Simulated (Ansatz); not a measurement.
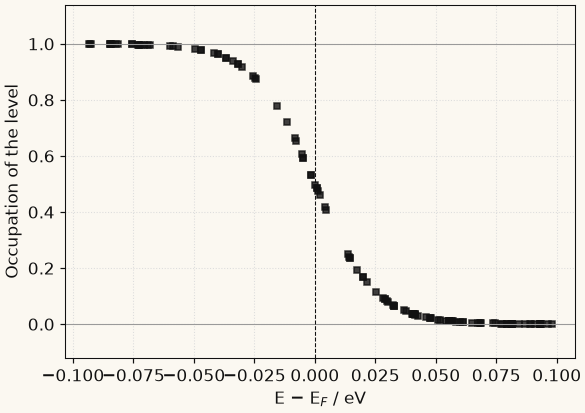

Occupations of the one-electron levels of the k mesh against their energy, from a run on Zr$_{6}$BeAl$_{2}$, space group P-62m (No. 189), 9 atoms in the cell, with Ansatz.

Name the smearing function and its width.

Answer. Fermi-Dirac smearing with a width of 0.012 eV. The occupations stay between 0 and 1 and have long exponential tails; the slope at the Fermi level is 1/(4 × width).
